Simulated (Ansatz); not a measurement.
Partial pair distribution functions of a relaxed model of amorphous In24O39W, broadened by 0.06 Å; density 6.42 g/cm³. Calculation: PBE, scalar-relativistic without spin-orbit coupling (plane waves to 420 eV, PAW; Ansatz, a first-principles code).

A CHGNet melt-quench gave the starting glass, which DFT then relaxed. O atoms were pushed apart under 1.9 Å during the dynamics, to hinder bonds among them. The hot cell started wider than the set density and was brought back towards it in steps. It is the lowest in DFT energy of 2 quenches. It is a model cell: composition and starting density were chosen by hand, and all elements were melted together. No dispersion term was used. Its density started from a set value of 6.53 and ended at 6.42 g/cm³. Cooling (nominally 330 K/ps over its main leg) ran many orders faster than in experiment, which tends to leave more defects and strain. A cell of this size samples the disorder only roughly. The volume was free in the relaxation, at fixed shape. Stress components on the final sampling reach 0.8 GPa.

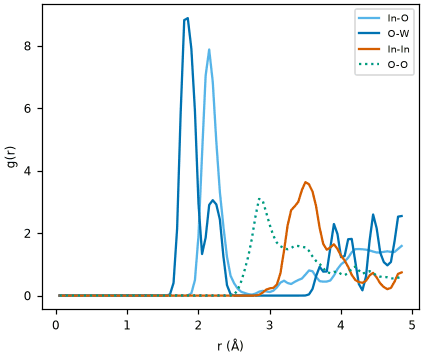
Partial pair distribution functions

Highest peaks under 4.5 Å: In-O near 2.15 Å, O-W near 1.85 Å, In-In near 3.50 Å, O-O near 2.85 Å; pairs of few atoms are noisy.

Within 2.68 Å each In has 5.33 O neighbours on average.
